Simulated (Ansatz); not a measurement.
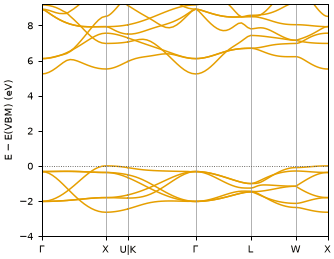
Fig. 1. Band structure from plane-wave PAW PBE (Ansatz code)

Problem. Read off the gap and where the band edges lie.

Solution. About 5.2 eV (5.24 eV by a search for the band edges); maximum at X, minimum at Γ.

The material is SrCl$_{2}$ (fluorite, Fm-3m).

Symmetry was held in the PBE relaxation; phonons on a q-mesh show no instability. Scalar-relativistic: spin–orbit coupling is off unless named, which matters more the heavier the elements.

Potentials: the later of the program's two PAW sets.
